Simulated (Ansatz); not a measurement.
**BH₄+ (singlet): PBE-QIDH, RKS PBE0, RPA-PBE over a scan of the scale of all distances, cc-pVDZ, part 1 of 2**

How well do these functionals follow the top wave-function level for BH₄+ (singlet) over a scan of the scale of all distances?

The runs use Ansatz 0.2.0, Gaussian basis; cc-pVDZ, all electrons in the functionals, frozen cores in the correlation of double hybrids and RPA.

The runs, in order: PBE-QIDH, RKS PBE0, RPA-PBE, at 0.872; 1.000; 1.105; 1.317; 1.523; 1.718; 1.993; 2.369 (not every functional at every point).

13 further runs of the same task are left out: 7 that didn't finish, 6 set aside as unsound or not needed.

## (1) What is computed

The geometry derives from a PBE0/def2-TZVP stationary point (not a proven minimum). All distances are scaled together.

5 atoms, charge 1, spin multiplicity 1.

Atoms are counted from 1 here; the program's logs count them from 0.

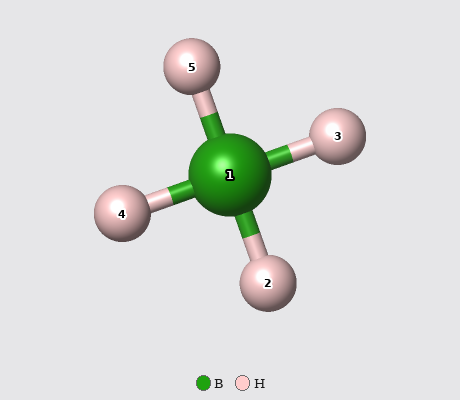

The structure; boron green, hydrogen pink; atoms are numbered from 1 in the order of the file.

No dispersion term is added.

The geometry shown and the zero of energy belong to the point 1.000. The yardstick, FCI, and other wave-function levels (R restricted, U unrestricted, valence and pair active spaces) come from earlier runs.

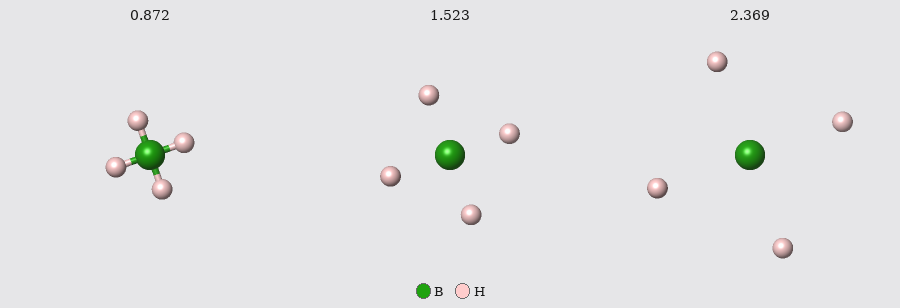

Three points of the scan; sticks are drawn by distance.

## (2) PBE-QIDH, 0.872

in.yaml

```yaml
crystal:
  periodic: [false, false, false]
  atoms:
    - {symbol: B, position_ang: [0.000000, 0.000000, 0.000000]}
    - {symbol: H, position_ang: [-0.013588, 0.751164, 0.741054]}
    - {symbol: H, position_ang: [-0.018594, -0.741171, 0.750941]}
    - {symbol: H, position_ang: [0.018594, 0.741171, -0.750941]}
    - {symbol: H, position_ang: [0.013588, -0.751164, -0.741054]}
basis:
  gaussian: {orbitals: cc-pVDZ}
total_charge: 1
hamiltonian: {xc: {name: PBE-QIDH}}
correlation: {electrons: outside_noble_gas}
```

Command:

```sh
$ ansatz run in.yaml --threads 1 --pin off --events-out ev --progress --plain --max-ram 2393MiB
```

Standard output:

```text
Functional definition: PBE-QIDH
  name "PBE-QIDH"
  cite "Brémond, Sancho-García, Pérez-Jiménez & Adamo, J. Chem. Phys. 141, 031101 (2014) doi:10.1063/1.4890314"
  cite "Perdew, Burke & Ernzerhof, Phys. Rev. Lett. 77, 3865 (1996) doi:10.1103/PhysRevLett.77.3865"
  parameter a = 3^(-1/3)
  parameter c = 1/3
  exchange = (1 - a)*pbe_x + a*exact_x
  correlation = (1 - c)*pbe_c + c*(mp2_os + mp2_ss)
301 factors; integrals over basis functions are off by at most 1.5e-3 eV
mean field evaluation 1: about -724.4494 eV, gradient 1.3e1 eV
mean field evaluation 2: about -724.4467 eV, gradient 1.3e1 eV
mean field evaluation 4: about -724.9152 eV, gradient 2.4e-1 eV
mean field evaluation 8: about -724.9153 eV, gradient 2.7e-5 eV
mean field -724.91530122 eV, -26.6401459545 hartree, gradient 2.3e-6 eV, S^2 0.000000; 0 other end points of the search recorded, 0 dependent functions left out
1 core orbitals not correlated: weight in the atoms' cores, before any rotation towards them, 1.000 or more for the frozen orbitals, at most 0.000 for the correlated occupied ones
reference -724.91530886 eV, -26.6401462352 hartree; 3, 3 occupied and 30, 30 virtual orbitals, 301 factors
second order -3.10714742 eV of doubles, -0.00000000 eV of singles
Total energy: -725.95102466 eV, -26.6782080891 hartree
```

It took 0.48 s on 1 thread of Arm Neoverse V1, shared host.

## (3) PBE-QIDH, 1.000

in.yaml

```yaml
crystal:
  periodic: [false, false, false]
  atoms:
    - {symbol: B, position_ang: [0.000000, 0.000000, 0.000000]}
    - {symbol: H, position_ang: [-0.015583, 0.861426, 0.849833]}
    - {symbol: H, position_ang: [-0.021323, -0.849967, 0.861171]}
    - {symbol: H, position_ang: [0.021323, 0.849967, -0.861171]}
    - {symbol: H, position_ang: [0.015583, -0.861426, -0.849833]}
basis:
  gaussian: {orbitals: cc-pVDZ}
total_charge: 1
hamiltonian: {xc: {name: PBE-QIDH}}
correlation: {electrons: outside_noble_gas}
```

Same command.

Standard output (excerpt; [...] marks lines left out):

```text
Functional definition: PBE-QIDH
  name "PBE-QIDH"
  cite "Brémond, Sancho-García, Pérez-Jiménez & Adamo, J. Chem. Phys. 141, 031101 (2014) doi:10.1063/1.4890314"
  cite "Perdew, Burke & Ernzerhof, Phys. Rev. Lett. 77, 3865 (1996) doi:10.1103/PhysRevLett.77.3865"
[...]
305 factors; integrals over basis functions are off by at most 9.1e-4 eV
[...]
mean field -726.31792060 eV, -26.6916912659 hartree, gradient 2.8e-6 eV, S^2 0.000000; 0 other end points of the search recorded, 0 dependent functions left out
1 core orbitals not correlated: weight in the atoms' cores, before any rotation towards them, 1.000 or more for the frozen orbitals, at most 0.000 for the correlated occupied ones
reference -726.31792830 eV, -26.6916915491 hartree; 3, 3 occupied and 30, 30 virtual orbitals, 305 factors
second order -3.29713953 eV of doubles, -0.00000000 eV of singles
Total energy: -727.41697481 eV, -26.7320807633 hartree
```

Run time: 0.48 s. Hardware: 1 thread of Arm Neoverse V1, shared host.

## (4) PBE-QIDH, 1.105

in.yaml

```yaml
crystal:
  periodic: [false, false, false]
  atoms:
    - {symbol: B, position_ang: [0.000000, 0.000000, 0.000000]}
    - {symbol: H, position_ang: [-0.017219, 0.951876, 0.939065]}
    - {symbol: H, position_ang: [-0.023562, -0.939213, 0.951594]}
    - {symbol: H, position_ang: [0.023562, 0.939213, -0.951594]}
    - {symbol: H, position_ang: [0.017219, -0.951876, -0.939065]}
basis:
  gaussian: {orbitals: cc-pVDZ}
total_charge: 1
hamiltonian: {xc: {name: PBE-QIDH}}
correlation: {electrons: outside_noble_gas}
```

Launched as before.

Standard output (excerpt; [...] marks lines left out):

```text
Functional definition: PBE-QIDH
  name "PBE-QIDH"
  cite "Brémond, Sancho-García, Pérez-Jiménez & Adamo, J. Chem. Phys. 141, 031101 (2014) doi:10.1063/1.4890314"
  cite "Perdew, Burke & Ernzerhof, Phys. Rev. Lett. 77, 3865 (1996) doi:10.1103/PhysRevLett.77.3865"
[...]
305 factors; integrals over basis functions are off by at most 1.1e-3 eV
[...]
mean field -725.72466053 eV, -26.6698893607 hartree, gradient 3.5e-6 eV, S^2 0.000000; 0 other end points of the search recorded, 0 dependent functions left out
1 core orbitals not correlated: weight in the atoms' cores, before any rotation towards them, 1.000 or more for the frozen orbitals, at most 0.000 for the correlated occupied ones
reference -725.72466842 eV, -26.6698896507 hartree; 3, 3 occupied and 30, 30 virtual orbitals, 305 factors
second order -3.45767530 eV of doubles, -0.00000000 eV of singles
Total energy: -726.87722686 eV, -26.7122453919 hartree
```

Wall time 0.85 s (1 thread of Arm Neoverse V1, shared host).

From 1.000: +52.1 kJ/mol.

## (5) PBE-QIDH, 1.317

in.yaml

```yaml
crystal:
  periodic: [false, false, false]
  atoms:
    - {symbol: B, position_ang: [0.000000, 0.000000, 0.000000]}
    - {symbol: H, position_ang: [-0.020523, 1.134498, 1.119230]}
    - {symbol: H, position_ang: [-0.028082, -1.119406, 1.134162]}
    - {symbol: H, position_ang: [0.028082, 1.119406, -1.134162]}
    - {symbol: H, position_ang: [0.020523, -1.134498, -1.119230]}
basis:
  gaussian: {orbitals: cc-pVDZ}
total_charge: 1
magnetization: {spin_polarized: true, initial_magnetization: 0}
hamiltonian: {xc: {name: PBE-QIDH}}
correlation: {electrons: outside_noble_gas}
```

Launched as before.

Standard output (excerpt; [...] marks lines left out):

```text
Functional definition: PBE-QIDH
  name "PBE-QIDH"
  cite "Brémond, Sancho-García, Pérez-Jiménez & Adamo, J. Chem. Phys. 141, 031101 (2014) doi:10.1063/1.4890314"
  cite "Perdew, Burke & Ernzerhof, Phys. Rev. Lett. 77, 3865 (1996) doi:10.1103/PhysRevLett.77.3865"
[...]
309 factors; integrals over basis functions are off by at most 1.0e-3 eV
[...]
mean field -722.56498674 eV, -26.5537734906 hartree, gradient 1.4e-8 eV, S^2 0.023198; 7 other end points of the search recorded, 0 dependent functions left out
1 core orbitals not correlated: weight in the atoms' cores, before any rotation towards them, 1.000 or more for the frozen orbitals, at most 0.000 for the correlated occupied ones
reference -722.56499516 eV, -26.5537737999 hartree; 3, 3 occupied and 30, 30 virtual orbitals, 309 factors
second order -3.78627019 eV of doubles, -0.00000000 eV of singles
Total energy: -723.82708522 eV, -26.6001547543 hartree
```

Wall time 4.1 s (1 thread of Arm Neoverse V1, shared host).

From the report: ⟨S²⟩ of the determinant 0.023 (pure singlet: 0.00).

From 1.000: +346.4 kJ/mol.

## (6) PBE-QIDH, 1.523

in.yaml

```yaml
crystal:
  periodic: [false, false, false]
  atoms:
    - {symbol: B, position_ang: [0.000000, 0.000000, 0.000000]}
    - {symbol: H, position_ang: [-0.023733, 1.311952, 1.294296]}
    - {symbol: H, position_ang: [-0.032475, -1.294500, 1.311563]}
    - {symbol: H, position_ang: [0.032475, 1.294500, -1.311563]}
    - {symbol: H, position_ang: [0.023733, -1.311952, -1.294296]}
basis:
  gaussian: {orbitals: cc-pVDZ}
total_charge: 1
magnetization: {spin_polarized: true, initial_magnetization: 0}
hamiltonian: {xc: {name: PBE-QIDH}}
correlation: {electrons: outside_noble_gas}
```

Launched as before.

Standard output (excerpt; [...] marks lines left out):

```text
Functional definition: PBE-QIDH
  name "PBE-QIDH"
  cite "Brémond, Sancho-García, Pérez-Jiménez & Adamo, J. Chem. Phys. 141, 031101 (2014) doi:10.1063/1.4890314"
  cite "Perdew, Burke & Ernzerhof, Phys. Rev. Lett. 77, 3865 (1996) doi:10.1103/PhysRevLett.77.3865"
[...]
309 factors; integrals over basis functions are off by at most 1.9e-3 eV
[...]
mean field -719.38867653 eV, -26.4370462431 hartree, gradient 1.7e-6 eV, S^2 1.012514; 11 other end points of the search recorded, 0 dependent functions left out
1 core orbitals not correlated: weight in the atoms' cores, before any rotation towards them, 1.000 or more for the frozen orbitals, at most 0.000 for the correlated occupied ones
reference -719.38868602 eV, -26.4370465919 hartree; 3, 3 occupied and 30, 30 virtual orbitals, 309 factors
second order -2.50399557 eV of doubles, -0.00000000 eV of singles
Total energy: -720.22335121 eV, -26.4677199719 hartree
```

It took 2.9 s on 1 thread of Arm Neoverse V1, shared host.

From the report: ⟨S²⟩ of the determinant 1.013 (pure singlet: 0.00). The determinant is far from a pure spin state, so its energy mixes those of several spin states (harmless only where they are near-degenerate, as at dissociation).

From 1.000: +694.1 kJ/mol.

## (7) PBE-QIDH, 1.718

in.yaml

```yaml
crystal:
  periodic: [false, false, false]
  atoms:
    - {symbol: B, position_ang: [0.000000, 0.000000, 0.000000]}
    - {symbol: H, position_ang: [-0.026772, 1.479930, 1.460013]}
    - {symbol: H, position_ang: [-0.036633, -1.460243, 1.479492]}
    - {symbol: H, position_ang: [0.036633, 1.460243, -1.479492]}
    - {symbol: H, position_ang: [0.026772, -1.479930, -1.460013]}
basis:
  gaussian: {orbitals: cc-pVDZ}
total_charge: 1
magnetization: {spin_polarized: true, initial_magnetization: 0}
hamiltonian: {xc: {name: PBE-QIDH}}
correlation: {electrons: outside_noble_gas}
```

The command is unchanged.

Standard output (excerpt; [...] marks lines left out):

```text
Functional definition: PBE-QIDH
  name "PBE-QIDH"
  cite "Brémond, Sancho-García, Pérez-Jiménez & Adamo, J. Chem. Phys. 141, 031101 (2014) doi:10.1063/1.4890314"
  cite "Perdew, Burke & Ernzerhof, Phys. Rev. Lett. 77, 3865 (1996) doi:10.1103/PhysRevLett.77.3865"
[...]
309 factors; integrals over basis functions are off by at most 1.8e-3 eV
[...]
mean field -717.54946132 eV, -26.3694563309 hartree, gradient 9.6e-7 eV, S^2 1.694523; 8 other end points of the search recorded, 0 dependent functions left out
1 core orbitals not correlated: weight in the atoms' cores, before any rotation towards them, 1.000 or more for the frozen orbitals, at most 0.000 for the correlated occupied ones
reference -717.54947194 eV, -26.3694567214 hartree; 3, 3 occupied and 30, 30 virtual orbitals, 309 factors
second order -1.58816349 eV of doubles, -0.00000000 eV of singles
Total energy: -718.07885977 eV, -26.3889113654 hartree
```

Run time: 2.3 s. Hardware: 1 thread of Arm Neoverse V1, shared host.

From the report: ⟨S²⟩ of the determinant 1.695 (pure singlet: 0.00). The determinant is far from a pure spin state, so its energy mixes those of several spin states (harmless only where they are near-degenerate, as at dissociation).

From 1.000: +901.0 kJ/mol.

## (8) PBE-QIDH, 1.993

in.yaml

```yaml
crystal:
  periodic: [false, false, false]
  atoms:
    - {symbol: B, position_ang: [0.000000, 0.000000, 0.000000]}
    - {symbol: H, position_ang: [-0.031057, 1.716822, 1.693717]}
    - {symbol: H, position_ang: [-0.042497, -1.693984, 1.716314]}
    - {symbol: H, position_ang: [0.042497, 1.693984, -1.716314]}
    - {symbol: H, position_ang: [0.031057, -1.716822, -1.693717]}
basis:
  gaussian: {orbitals: cc-pVDZ}
total_charge: 1
magnetization: {spin_polarized: true, initial_magnetization: 0}
hamiltonian: {xc: {name: PBE-QIDH}}
correlation: {electrons: outside_noble_gas}
```

Launched as before.

Standard output (excerpt; [...] marks lines left out):

```text
Functional definition: PBE-QIDH
  name "PBE-QIDH"
  cite "Brémond, Sancho-García, Pérez-Jiménez & Adamo, J. Chem. Phys. 141, 031101 (2014) doi:10.1063/1.4890314"
  cite "Perdew, Burke & Ernzerhof, Phys. Rev. Lett. 77, 3865 (1996) doi:10.1103/PhysRevLett.77.3865"
[...]
301 factors; integrals over basis functions are off by at most 2.2e-3 eV
[...]
mean field -716.35839484 eV, -26.3256854453 hartree, gradient 9.8e-7 eV, S^2 2.013857; 10 other end points of the search recorded, 0 dependent functions left out
1 core orbitals not correlated: weight in the atoms' cores, before any rotation towards them, 1.000 or more for the frozen orbitals, at most 0.000 for the correlated occupied ones
reference -716.35840745 eV, -26.3256859085 hartree; 3, 3 occupied and 30, 30 virtual orbitals, 301 factors
second order -1.17650480 eV of doubles, -0.00000000 eV of singles
Total energy: -716.75057571 eV, -26.3400978264 hartree
```

It took 2.5 s on 1 thread of Arm Neoverse V1, shared host.

From the report: ⟨S²⟩ of the determinant 2.014 (pure singlet: 0.00). The determinant is far from a pure spin state, so its energy mixes those of several spin states (harmless only where they are near-degenerate, as at dissociation).

From 1.000: +1029.2 kJ/mol.

## (9) PBE-QIDH, 2.369

in.yaml

```yaml
crystal:
  periodic: [false, false, false]
  atoms:
    - {symbol: B, position_ang: [0.000000, 0.000000, 0.000000]}
    - {symbol: H, position_ang: [-0.036916, 2.040719, 2.013254]}
    - {symbol: H, position_ang: [-0.050514, -2.013572, 2.040114]}
    - {symbol: H, position_ang: [0.050514, 2.013572, -2.040114]}
    - {symbol: H, position_ang: [0.036916, -2.040719, -2.013254]}
basis:
  gaussian: {orbitals: cc-pVDZ}
total_charge: 1
magnetization: {spin_polarized: true, initial_magnetization: 0}
hamiltonian: {xc: {name: PBE-QIDH}}
correlation: {electrons: outside_noble_gas}
```

Launched as before.

Standard output (excerpt; [...] marks lines left out):

```text
Functional definition: PBE-QIDH
  name "PBE-QIDH"
  cite "Brémond, Sancho-García, Pérez-Jiménez & Adamo, J. Chem. Phys. 141, 031101 (2014) doi:10.1063/1.4890314"
  cite "Perdew, Burke & Ernzerhof, Phys. Rev. Lett. 77, 3865 (1996) doi:10.1103/PhysRevLett.77.3865"
[...]
301 factors; integrals over basis functions are off by at most 5.5e-4 eV
[...]
mean field -715.75949018 eV, -26.3036761050 hartree, gradient 2.4e-6 eV, S^2 2.024974; 12 other end points of the search recorded, 0 dependent functions left out
1 core orbitals not correlated: weight in the atoms' cores, before any rotation towards them, 1.000 or more for the frozen orbitals, at most 0.000 for the correlated occupied ones
reference -715.75950483 eV, -26.3036766431 hartree; 3, 3 occupied and 30, 30 virtual orbitals, 301 factors
second order -1.12388915 eV of doubles, -0.00000000 eV of singles
Total energy: -716.13413454 eV, -26.3174440312 hartree
```

It took 2.4 s on 1 thread of Arm Neoverse V1, shared host.

From the report: ⟨S²⟩ of the determinant 2.025 (pure singlet: 0.00). The determinant is far from a pure spin state, so its energy mixes those of several spin states (harmless only where they are near-degenerate, as at dissociation).

From 1.000: +1088.6 kJ/mol.

## (10) RKS PBE0, 1.317

in.yaml

```yaml
crystal:
  periodic: [false, false, false]
  atoms:
    - {symbol: B, position_ang: [0.000000, 0.000000, 0.000000]}
    - {symbol: H, position_ang: [-0.020523, 1.134498, 1.119230]}
    - {symbol: H, position_ang: [-0.028082, -1.119406, 1.134162]}
    - {symbol: H, position_ang: [0.028082, 1.119406, -1.134162]}
    - {symbol: H, position_ang: [0.020523, -1.134498, -1.119230]}
basis:
  gaussian: {orbitals: cc-pVDZ}
total_charge: 1
hamiltonian: {xc: {name: PBE0}}
```

Launched as before.

Standard output:

```text
Functional definition: PBE0
  name "PBE0"
  cite "Adamo & Barone, J. Chem. Phys. 110, 6158 (1999) doi:10.1063/1.478522"
  cite "Perdew, Burke & Ernzerhof, Phys. Rev. Lett. 77, 3865 (1996) doi:10.1103/PhysRevLett.77.3865"
  parent pbe
  parameter a = 0.25
  parameter kappa = 0.804
  parameter beta = 0.06672455060314922
  exchange = (1 - a)*pbe_x(kappa = kappa, mu = beta*pi^2/3) + a*exact_x
  correlation = pbe_c(beta = beta)
386 factors; their error is unknown
mean field evaluation 1: about -723.5050 eV, gradient 1.7e1 eV
mean field evaluation 2: about -723.8321 eV, gradient 1.4e1 eV
mean field evaluation 4: about -724.6161 eV, gradient 2.1e-1 eV
mean field evaluation 8: about -724.5993 eV, gradient 5.7e-3 eV
mean field -724.59932578 eV, -26.6285340714 hartree, gradient 3.1e-5 eV, S^2 0.000000; 0 other end points of the search recorded, 0 dependent functions left out
reference -724.59934647 eV, -26.6285348318 hartree; 4, 4 occupied and 30, 30 virtual orbitals, 386 factors
Total energy: -724.59934647 eV, -26.6285348318 hartree
```

Run time: 0.3 s. Hardware: 1 thread of Arm Neoverse V1, shared host.

## (11) RKS PBE0, 1.523

in.yaml

```yaml
crystal:
  periodic: [false, false, false]
  atoms:
    - {symbol: B, position_ang: [0.000000, 0.000000, 0.000000]}
    - {symbol: H, position_ang: [-0.023733, 1.311952, 1.294296]}
    - {symbol: H, position_ang: [-0.032475, -1.294500, 1.311563]}
    - {symbol: H, position_ang: [0.032475, 1.294500, -1.311563]}
    - {symbol: H, position_ang: [0.023733, -1.311952, -1.294296]}
basis:
  gaussian: {orbitals: cc-pVDZ}
total_charge: 1
hamiltonian: {xc: {name: PBE0}}
```

Same command.

Standard output:

```text
Functional definition: PBE0
  name "PBE0"
  cite "Adamo & Barone, J. Chem. Phys. 110, 6158 (1999) doi:10.1063/1.478522"
  cite "Perdew, Burke & Ernzerhof, Phys. Rev. Lett. 77, 3865 (1996) doi:10.1103/PhysRevLett.77.3865"
  parent pbe
  parameter a = 0.25
  parameter kappa = 0.804
  parameter beta = 0.06672455060314922
  exchange = (1 - a)*pbe_x(kappa = kappa, mu = beta*pi^2/3) + a*exact_x
  correlation = pbe_c(beta = beta)
386 factors; their error is unknown
mean field evaluation 1: about -720.0201 eV, gradient 1.6e1 eV
mean field evaluation 2: about -719.7693 eV, gradient 1.7e1 eV
mean field evaluation 4: about -721.1780 eV, gradient 2.8e-2 eV
mean field evaluation 8: about -721.1597 eV, gradient 2.0e-4 eV
mean field -721.15970843 eV, -26.5021304651 hartree, gradient 4.3e-6 eV, S^2 0.000000; 0 other end points of the search recorded, 0 dependent functions left out
reference -721.15973043 eV, -26.5021312739 hartree; 4, 4 occupied and 30, 30 virtual orbitals, 386 factors
Total energy: -721.15973043 eV, -26.5021312739 hartree
```

Run time: 0.3 s. Hardware: 1 thread of Arm Neoverse V1, shared host.

## (12) RKS PBE0, 1.718

in.yaml

```yaml
crystal:
  periodic: [false, false, false]
  atoms:
    - {symbol: B, position_ang: [0.000000, 0.000000, 0.000000]}
    - {symbol: H, position_ang: [-0.026772, 1.479930, 1.460013]}
    - {symbol: H, position_ang: [-0.036633, -1.460243, 1.479492]}
    - {symbol: H, position_ang: [0.036633, 1.460243, -1.479492]}
    - {symbol: H, position_ang: [0.026772, -1.479930, -1.460013]}
basis:
  gaussian: {orbitals: cc-pVDZ}
total_charge: 1
hamiltonian: {xc: {name: PBE0}}
```

Launched as before.

Standard output:

```text
Functional definition: PBE0
  name "PBE0"
  cite "Adamo & Barone, J. Chem. Phys. 110, 6158 (1999) doi:10.1063/1.478522"
  cite "Perdew, Burke & Ernzerhof, Phys. Rev. Lett. 77, 3865 (1996) doi:10.1103/PhysRevLett.77.3865"
  parent pbe
  parameter a = 0.25
  parameter kappa = 0.804
  parameter beta = 0.06672455060314922
  exchange = (1 - a)*pbe_x(kappa = kappa, mu = beta*pi^2/3) + a*exact_x
  correlation = pbe_c(beta = beta)
386 factors; their error is unknown
mean field evaluation 1: about -716.8955 eV, gradient 1.6e1 eV
mean field evaluation 2: about -715.7876 eV, gradient 2.0e1 eV
mean field evaluation 4: about -718.1844 eV, gradient 5.2e-2 eV
mean field evaluation 8: about -718.1666 eV, gradient 2.7e-3 eV
mean field -718.16660887 eV, -26.3921360853 hartree, gradient 7.9e-5 eV, S^2 0.000000; 0 other end points of the search recorded, 0 dependent functions left out
reference -718.16663134 eV, -26.3921369110 hartree; 4, 4 occupied and 30, 30 virtual orbitals, 386 factors
Total energy: -718.16663134 eV, -26.3921369110 hartree
```

It took 0.3 s on 1 thread of Arm Neoverse V1, shared host.

## (13) RKS PBE0, 1.993

in.yaml

```yaml
crystal:
  periodic: [false, false, false]
  atoms:
    - {symbol: B, position_ang: [0.000000, 0.000000, 0.000000]}
    - {symbol: H, position_ang: [-0.031057, 1.716822, 1.693717]}
    - {symbol: H, position_ang: [-0.042497, -1.693984, 1.716314]}
    - {symbol: H, position_ang: [0.042497, 1.693984, -1.716314]}
    - {symbol: H, position_ang: [0.031057, -1.716822, -1.693717]}
basis:
  gaussian: {orbitals: cc-pVDZ}
total_charge: 1
hamiltonian: {xc: {name: PBE0}}
```

The command is unchanged.

Standard output:

```text
Functional definition: PBE0
  name "PBE0"
  cite "Adamo & Barone, J. Chem. Phys. 110, 6158 (1999) doi:10.1063/1.478522"
  cite "Perdew, Burke & Ernzerhof, Phys. Rev. Lett. 77, 3865 (1996) doi:10.1103/PhysRevLett.77.3865"
  parent pbe
  parameter a = 0.25
  parameter kappa = 0.804
  parameter beta = 0.06672455060314922
  exchange = (1 - a)*pbe_x(kappa = kappa, mu = beta*pi^2/3) + a*exact_x
  correlation = pbe_c(beta = beta)
386 factors; their error is unknown
mean field evaluation 1: about -713.5023 eV, gradient 1.6e1 eV
mean field evaluation 2: about -711.0571 eV, gradient 2.4e1 eV
mean field evaluation 4: about -714.9086 eV, gradient 6.9e-2 eV
mean field evaluation 8: about -714.8916 eV, gradient 1.9e-2 eV
mean field -714.89164528 eV, -26.2717833932 hartree, gradient 7.6e-6 eV, S^2 0.000000; 0 other end points of the search recorded, 0 dependent functions left out
reference -714.89166913 eV, -26.2717842697 hartree; 4, 4 occupied and 30, 30 virtual orbitals, 386 factors
Total energy: -714.89166913 eV, -26.2717842697 hartree
```

Wall time 0.33 s (1 thread of Arm Neoverse V1, shared host).

(Continued in part 2 of 2.)
